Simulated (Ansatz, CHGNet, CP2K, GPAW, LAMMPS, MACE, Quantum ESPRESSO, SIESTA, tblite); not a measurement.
# Liquid (Rb,Cs)Cl at 1000 K (84 atoms): one structure in several programs

How near do other programs and methods come to a plane-wave reference for liquid (Rb,Cs)Cl at 1000 K (84 atoms)? A plane-wave run serves as the reference.

Main program and level: Quantum ESPRESSO 7.5; Kohn-Sham DFT, PBE, SSSP efficiency 1.3.0 pseudopotentials, plane waves.

**1. The starting structure**

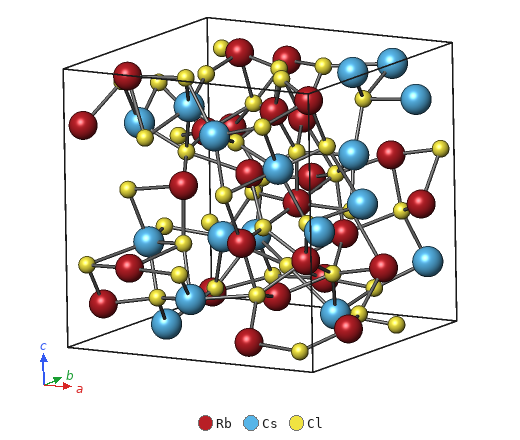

The cell as given, slightly off an axis (rubidium red, caesium blue, chlorine yellow). Bonds to atoms that aren't drawn are left out. Some periodic images of atoms are drawn too.

The cell holds 84 atoms: 25 Rb, 17 Cs and 42 Cl. Cell: a = 15.586 Å, b = 15.586 Å, c = 15.586 Å, α = 90.0°, β = 90.0°, γ = 90.0°. 84 atoms (25 Rb, 17 Cs, 42 Cl) placed at random at 2.58 g/cm³, melted at 1800 K for 10 ps at fixed volume with the Lennard-Jones and Coulomb ion parameters for SPC/E (Joung and Cheatham, J. Phys. Chem. B 112, 9020 (2008)), full charges. Snapshot at the end of a hold of 20 ps at 1000 K and fixed volume.

**2. Plane-wave reference**

Contents of pw.in:

```
&control
  calculation = 'scf'
  pseudo_dir = './pseudo'
  outdir = './tmp'
  disk_io = 'none'
  tprnfor = .true.
  tstress = .true.
/
&system
  ibrav = 0
  nat = 84
  ntyp = 3
  ecutwfc = 45
  ecutrho = 360
  nosym = .true.
  occupations = 'smearing'
  smearing = 'fd'
  degauss = 0.003675
/
&electrons
  conv_thr = 4.2e-07
  electron_maxstep = 100
  mixing_beta = 0.4
  mixing_mode = 'plain'
  diagonalization = 'david'
/
ATOMIC_SPECIES
Rb 85.468 Rb.upf
Cs 132.905 Cs.upf
Cl 35.450 Cl.upf
CELL_PARAMETERS angstrom
15.58600 0.00000 0.00000
0.00000 15.58600 0.00000
0.00000 0.00000 15.58600
ATOMIC_POSITIONS crystal
Rb 0.57887 0.23343 0.38236
Rb 0.93059 0.61764 0.25504
Rb 0.50103 0.93524 0.12049
Rb 0.45649 0.50489 0.57218
Rb 0.96650 0.82356 0.44985
Rb 0.15616 0.89603 0.63770
Rb 0.52772 0.75546 0.73115
Rb 0.34593 0.96080 0.88550
Rb 0.65118 0.15228 0.04857
Rb 0.99878 0.25300 0.10929
Rb 0.58603 0.46143 0.81516
Rb 0.77601 0.94316 0.58715
[... 68 atom lines left out ...]
Cl 0.27680 0.89660 0.46903
Cl 0.32165 0.26692 0.35237
Cl 0.03812 0.72448 0.63035
Cl 0.08923 0.53114 0.34515
K_POINTS gamma
```

The run is started by

```console
> OMP_NUM_THREADS=1 mpirun -np 4 pw.x -in pw.in > output.txt
```

Numbers of over 12 decimals in the logs are rounded to 6 here.

What it wrote:

```text
Program PWSCF
     gamma-point specific algorithms are used
     one sub-group per band group will be used
     scalapack distributed-memory algorithm (size of sub-group:  2*  2 procs)
     Parallelization info
     sticks:   dense  smooth     PW     G-vecs:    dense   smooth      PW
     Min        6203    3099    779               736783   260475   32545
     Max        6206    3102    782               736798   260490   32550
     Sum       24817   12401   3125              2947153  1041925  130195
     bravais-lattice index     =            0
     lattice parameter (alat)  =      29.4533  a.u.
     unit-cell volume          =   25550.5714 (a.u.)^3
     number of atoms/cell      =           84
     number of atomic types    =            3
     number of electrons       =       672.00
[... lines left out ...]
     scf convergence threshold =      4.2E-07
[... lines left out ...]
     number of k points=     1  Fermi-Dirac smearing, width (Ry)=  0.0037
[... lines left out ...]
     total energy              =   -3703.61246141 Ry
[... lines left out ...]
     total energy              =   -3704.40978970 Ry
[... lines left out ...]
     total energy              =   -3704.46345724 Ry
[... lines left out ...]
     total energy              =   -3704.47356301 Ry
[... lines left out ...]
     total energy              =   -3704.47356716 Ry
[... lines left out ...]
   -24.5764 -24.5705 -24.5561 -24.4763 -24.4677 -24.4464 -24.4140 -24.3998
   -24.3736 -24.2973 -24.2209 -24.1844 -24.0642 -23.9233 -23.8935 -23.8661
[...]
7.0507   7.0636   7.0757   7.0877   7.1019   7.1382   7.1627   7.1669
     7.2056   7.2367   7.2491   7.2841   7.3070   7.3279   7.3443   7.3576
     7.3665   7.3979   7.3988
     the Fermi energy is     2.6711 ev
!    total energy              =   -3704.47356789 Ry
     estimated scf accuracy    <       0.00000007 Ry
     smearing contrib. (-TS)   =       0.00000000 Ry
     internal energy E=F+TS    =   -3704.47356789 Ry
     The total energy is F=E-TS. E is the sum of the following terms:
     one-electron contribution =   -1292.31155773 Ry
     hartree contribution      =     842.02389805 Ry
     xc contribution           =   -1101.52503364 Ry
     ewald contribution        =   -2152.66087457 Ry
     convergence has been achieved in   9 iterations
     negative rho (up, down):  6.115E-01 0.000E+00
     Forces acting on atoms (cartesian axes, Ry/au):
     atom    1 type  1   force =    -0.00548708   -0.01280432    0.00597396
     atom    2 type  1   force =    -0.00003669   -0.00028485   -0.00545795
     atom    3 type  1   force =    -0.01249520    0.00030287   -0.00470184
[...]
atom   83 type  3   force =    -0.00144353   -0.00335039   -0.00709487
     atom   84 type  3   force =    -0.00748218    0.00735901    0.00816392
     Total force =     0.199143     Total SCF correction =     0.000261
     Computing stress (Cartesian axis) and pressure
     negative rho (up, down):  6.115E-01 0.000E+00
          total   stress  (Ry/bohr**3)                   (kbar)     P=        7.52
   0.00004606  -0.00000149   0.00000443            6.78       -0.22        0.65
  -0.00000149   0.00006031   0.00000998           -0.22        8.87        1.47
   0.00000443   0.00000998   0.00004709            0.65        1.47        6.93
     Message from routine punch:
     Nothing written, as per user request (disk_io='none')
```

Run time: 6.6 min. Hardware: 4 MPI ranks of Arm Neoverse V2, shared host; peak memory 9.5 GiB; 26 min of CPU time.

Banners, paths, timers and routine set-up lines are dropped from the logs unmarked, and long logs keep their key lines alone; longer cuts are marked.

Numbers from this run:

- r.m.s. force component: 0.3225 eV/Å
- longest force: 1.654 eV/Å
- pressure: 0.7527 GPa
- gap (highest filled to lowest empty level): 3.754 eV

**3. Structure statistics**

g(r), total and by pair (bins of 0.2 Å):

```
r (Å)  total  Cl-Cl  Cl-Rb  Cl-Cs  Rb-Rb  Rb-Cs  Cs-Cs
 2.80   0.15   0.00   0.52   0.00   0.00   0.00   0.00
 3.00   1.36   0.00   3.14   2.10   0.00   0.00   0.00
 3.20   2.33   0.00   4.19   5.15   0.48   0.00   0.00
 3.40   1.47   0.14   2.54   3.15   0.00   0.30   0.00
 3.60   1.48   0.13   2.58   3.06   0.74   0.00   0.00
 3.80   0.94   0.46   1.19   1.60   0.35   0.47   1.44
 4.00   0.88   0.84   1.25   0.81   0.91   0.45   0.00
 4.20   0.97   1.53   0.58   0.48   0.83   1.20   2.42
 4.40   1.25   1.85   0.52   0.33   2.51   2.38   1.58
 4.60   0.89   1.77   0.41   0.30   0.68   1.51   0.51
 4.80   1.14   1.71   0.31   0.27   2.30   1.83   3.58
 5.00   0.83   1.43   0.46   0.34   1.53   0.56   1.65
 5.20   0.80   1.27   0.37   0.63   0.72   1.20   0.78
 5.40   1.17   1.69   0.53   0.66   2.15   1.71   1.43
 5.60   0.82   0.98   0.59   0.40   1.39   1.47   0.32
 5.80   0.86   0.97   0.89   0.31   0.72   1.47   1.24
 6.00   0.88   1.42   0.56   0.58   1.06   0.79   1.15
 6.20   0.91   0.79   0.59   0.98   1.25   1.74   0.54
 6.40   1.05   0.96   1.19   1.23   0.95   0.86   0.50
 6.60   1.19   0.78   1.49   1.21   0.89   1.38   1.45
 6.80   1.17   0.74   1.40   1.55   1.26   0.92   0.67
 7.00   1.14   0.83   1.55   1.35   0.49   0.87   1.06
 7.20   1.06   0.82   1.63   1.22   0.46   0.68   0.00
 7.40   1.02   0.66   1.33   1.65   0.18   0.71   0.57
 7.60   0.94   0.68   1.27   1.39   0.41   0.49   0.37
```

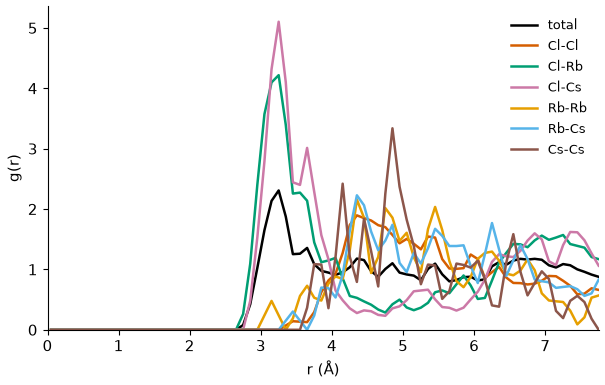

Pair distribution functions, lightly smoothed.

**4. The other programs**

The programs:
- CHGNet: machine-learned potential, published weights.
- CP2K 2026.2: Gaussian basis with GTH pseudopotentials and a plane-wave density; labels give functional, basis (MOLOPT sets; SR short-range, UZH the newer set with its own potentials), grid cutoff/relative cutoff and solver (OT: orbital transformation; TRS4, TC2, SIGN: linear-scaling purification with its sparsity filter), or its built-in tight binding.
- GPAW 26.7.0: PAW with atomic orbitals (LCAO), plane waves or a real-space grid of spacing h.
- MACE: machine-learned potential, published weights.
- SIESTA 5.4.2: numerical atomic orbitals, whose automatically made sets are far from complete, with PseudoDojo norm-conserving potentials that we converted to its format (checked against plane waves on the same files for H, C, O, Si, Ge and Ca alone); labels give functional, basis size, energy shift and mesh cutoff.
- tblite 0.8.0: extended tight binding, driven from Python.

All use the same cell and atoms; the electronic-structure runs use the same k-mesh, and an electronic temperature of 580 K (0.05 eV) where levels are smeared.

Differences are against the plane-wave reference, forces as r.m.s. over components; share is that over the reference's r.m.s. force, slope the least-squares factor from reference forces to these. Total energies of different programs have different zeros and aren't compared.

```
                                                                      run  Δ force, r.m.s. (meV/Å)  share (%)  slope  Δ pressure (GPa)  Δ gap (eV)  cores  CPU time  memory (GiB)
                                                                reference                        -          -      -                 -           -      4    26 min           9.5
                                                   CHGNet 0.3.0 potential                     55.0       17.1  0.970            -0.111           -      1     2.8 s          0.48
                                                  CHGNet r2SCAN potential                     89.6       27.8  0.773            -0.612           -      1     2.8 s          0.49
                                                   CP2K GFN1-xTB, OT DIIS                      847        263  1.326             -17.7           -      1       5 s          0.48
                      CP2K PBE, DZVP-MOLOPT-SR, 244/50 Ry, OT CG (coarse)                     39.7       12.3  1.116             0.157     -0.0907      2    10 min           1.6
                               CP2K PBE, DZVP-MOLOPT-SR, 350/50 Ry, OT CG                     39.7       12.3  1.116             0.156     -0.0905      2    14 min           2.3
                       CP2K PBE, SZV-MOLOPT-SR, 350/50 Ry, OT CG (coarse)                      228       70.7  1.660              1.28       -1.91      1   7.7 min           2.0
                 CP2K PBE, TZV2P-MOLOPT (SR for Rb, Cs), 350/50 Ry, OT CG                     28.6       8.88  1.077             0.187     -0.0357      4    17 min           5.6
                                              GPAW LDA, LCAO dzp, h 0.2 Å                     66.6       20.6  0.972                 -       -0.46      1   9.7 min           3.5
                                              GPAW PBE, LCAO dzp, h 0.2 Å                     80.9       25.1  1.170                 -      -0.155      1    11 min           3.5
                                    GPAW PBE, LCAO dzp, h 0.28 Å (coarse)                      124       38.6  1.153                 -      -0.151      1   4.4 min           1.6
                                GPAW PBE, LCAO szp(dzp), h 0.2 Å (coarse)                      107       33.3  1.193                 -      -0.417      1   6.1 min           3.2
                                             GPAW PBE, plane waves 550 eV                     9.85       3.05  1.024            0.0067     -0.0045      4    14 min           4.3
                                             MACE MP-0b3 medium potential                     37.3       11.6  1.033            -0.436           -      1     6.4 s          0.72
                      SIESTA PBE, DZ, shift 0.01 Ry, mesh 300 Ry (coarse)                     88.0       27.3  1.209             -1.46       -1.03      1   1.8 min           1.3
                              SIESTA PBE, DZP, shift 0.01 Ry, mesh 300 Ry                      110       34.2  1.276            -0.144      -0.638      2   4.1 min           2.5
                      SIESTA PBE, SZ, shift 0.02 Ry, mesh 300 Ry (coarse)                     95.0       29.5  1.151             -2.47       -2.52      1      94 s           1.1
SIESTA PBE, SZ, shift 0.02 Ry, mesh 300 Ry, orbital minimisation (coarse)                     95.0       29.5  1.151             -2.47           -      1   2.1 min           1.1
                     SIESTA PBE, SZP, shift 0.01 Ry, mesh 300 Ry (coarse)                      165       51.1  1.414             0.122      -0.948      1   3.6 min           2.0
                                                         tblite IPEA1-xTB                      729        226  1.482             -2.60           -      1     2.6 s           0.2
```

Rows marked coarse were listed beforehand as settings not expected to be converged; some can still land near the reference.

Times of the machine-learned potentials are mostly Python's start and the loading of weights.

CPU time is summed over cores on a shared host, where runs went side by side, so it is rough. Symmetry, cutoffs, thresholds, outputs and thread counts weren't matched or tuned between programs; memory under MPI is the largest rank's times the ranks.

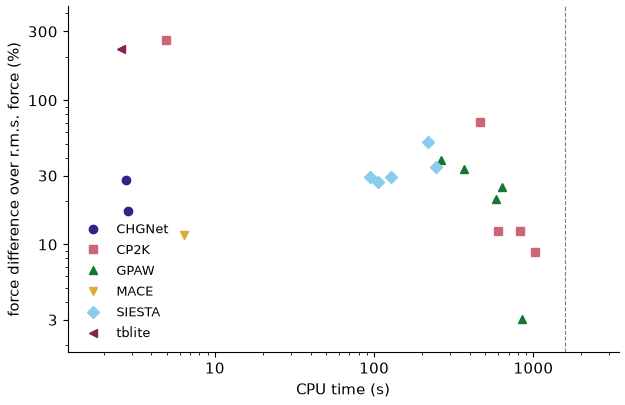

Force difference against CPU time; the dashed line marks the reference's time.

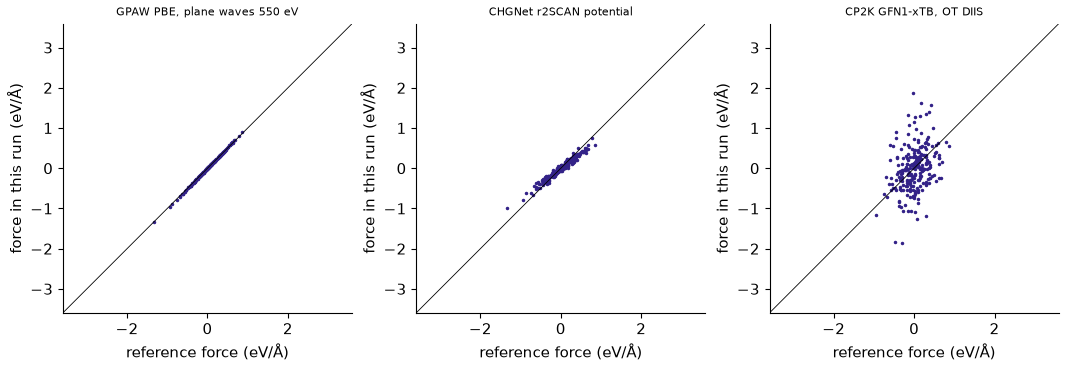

Force components against those of the reference; the line marks equality. Points beyond the frame are left out.

Runs without a result: tblite GFN2-xTB (not converged); SIESTA PBE, SZ, shift 0.02 Ry, mesh 300 Ry, order-N, radius 3.5 Å, eta -2.2 eV (stopped at the start: stopping program Stopping Program from Node:    1); SIESTA PBE, SZ, shift 0.02 Ry, mesh 300 Ry, order-N, radius 4.5 Å, eta -2.2 eV (stopped at the start: stopping program Stopping Program from Node:    0).

Mean charges by element (e), by run and scheme:

```
                                                     run     scheme     Rb     Cs     Cl
                                  CP2K GFN1-xTB, OT DIIS   Mulliken  +1.04  +1.15  -1.08
              CP2K PBE, DZVP-MOLOPT-SR, 244/50 Ry, OT CG   Mulliken  +0.50  +0.73  -0.60
              CP2K PBE, DZVP-MOLOPT-SR, 350/50 Ry, OT CG   Mulliken  +0.50  +0.73  -0.60
CP2K PBE, TZV2P-MOLOPT (SR for Rb, Cs), 350/50 Ry, OT CG   Mulliken  +0.77  +0.93  -0.84
             SIESTA PBE, DZP, shift 0.01 Ry, mesh 300 Ry  Hirshfeld  +0.35  +0.35  -0.35
                                        tblite IPEA1-xTB   Mulliken  +0.45  +0.56  -0.49
```

Within one program, basis, potentials and functional, energies share a zero. Each run against its twin at the usual cutoff or grid and solver:

```
                                                             run                              twin  Δ energy (meV/atom)  Δ force, r.m.s. (meV/Å)  CPU time over the twin's
                      CP2K PBE, DZVP-MOLOPT-SR, 244/50 Ry, OT CG  DZVP-MOLOPT-SR, 350/50 Ry, OT CG              -0.0694                     3.27                      0.73
                                    GPAW PBE, LCAO dzp, h 0.28 Å                 LCAO dzp, h 0.2 Å                  195                     91.6                      0.41
SIESTA PBE, SZ, shift 0.02 Ry, mesh 300 Ry, orbital minimisation    SZ, shift 0.02 Ry, mesh 300 Ry                    0                    0.022                       1.4
```

**5. Results**

| Quantity | Value |
| --- | --- |
| reference r.m.s. force component | 0.323 eV/Å |
| nearest in forces | GPAW PBE, plane waves 550 eV, 3.1 % |
| farthest in forces | CP2K GFN1-xTB, OT DIIS, 263 % |
| cheapest electronic-structure run beside the reference | tblite IPEA1-xTB, 2.6 s of CPU time |

In words: PBE on plane waves or a grid with other potentials, cutoffs or grids, coarse settings apart, differs from the reference by 3.1 % (GPAW PBE, plane waves 550 eV) of the r.m.s. force; this holds the reference's own error, so differences of a few per cent don't tell which side is nearer the exact PBE result. The PBE runs in local orbitals, coarse settings apart, differ by 8.9 % (CP2K PBE, TZV2P-MOLOPT (SR for Rb, Cs), 350/50 Ry, OT CG) to 34 % (SIESTA PBE, DZP, shift 0.01 Ry, mesh 300 Ry); basis, grid and potentials can all enter. Tight binding differs by 226 % (tblite IPEA1-xTB) to 263 % (CP2K GFN1-xTB, OT DIIS); it is another model, with fitted parameters of its own, and the xTB methods hold dispersion. Machine-learned potentials differ by 12 % (MACE MP-0b3 medium potential) to 28 % (CHGNet r2SCAN potential); they were trained on other programs' data, some at another functional. Rows with another functional or a dispersion term differ by 21 % (GPAW LDA, LCAO dzp, h 0.2 Å), which mixes the change of model with differences of basis and potentials. IPEA1-xTB was fitted to ionisation energies and electron affinities, not to forces or charges. Runs with settings chosen to be coarse differ by 12 % (CP2K PBE, DZVP-MOLOPT-SR, 244/50 Ry, OT CG) to 71 % (CP2K PBE, SZV-MOLOPT-SR, 350/50 Ry, OT CG), their programs' other errors included. Of the electronic-structure runs that take under half the reference's CPU time, CP2K PBE, DZVP-MOLOPT-SR, 244/50 Ry, OT CG comes nearest, at 12 % in 10 min against 26 min. CP2K PBE, SZV-MOLOPT-SR, 350/50 Ry, OT CG stiffens the forces by a factor of 1.66 while following their directions (correlation 0.989). At the same functional, gaps differ from the reference's 3.75 eV by between -2.52 and -0.00 eV. In pressure, SIESTA PBE, SZ, shift 0.02 Ry, mesh 300 Ry misses by -2.5 GPa, at the same functional. Charges hang on model, scheme and program or settings: among these rows the mean for Cs runs from +0.35 to +1.15 e. In the reference: filled and empty levels are parted by 3.75 eV (on the run's k-points); a semilocal functional tends to put such gaps too low. In a disordered cell it changes from sample to sample and from frame to frame. Periodic xTB results under one method name differ between programs and library versions. The reference's pressure holds the uncorrected Pulay stress of its 45 Ry basis, so small pressure differences, and their order, may be the reference's own error. The frame stands for 1000 K, but pressures are static and levels are smeared at 580 K. The network of bonds at the start is that of the classical potential that made the cell, and needn't be the one that DFT or experiment would give. The ion parameters were fitted for water, not for melts, so the starting structure of this cell may lie well off the real melt's. The electronic-structure runs sample only Γ, in a cell whose shortest periodic width is 16 Å. Spin–orbit coupling is left out, which matters for the levels of the heavy elements.

[Also dropped from logs without a mark: logging warnings of Python, and SIESTA's first energy breakdown and zero terms.]

[Logs are printed without paths, hosts, clocks, repeated set-up lines and the standing remarks that a program may print on its own settings, such as how far it seeks lower states.]

[Hosts, paths, dates, database ids (printed as entryN), source tags and the programs' standing remarks are cut or masked in the printed files.]
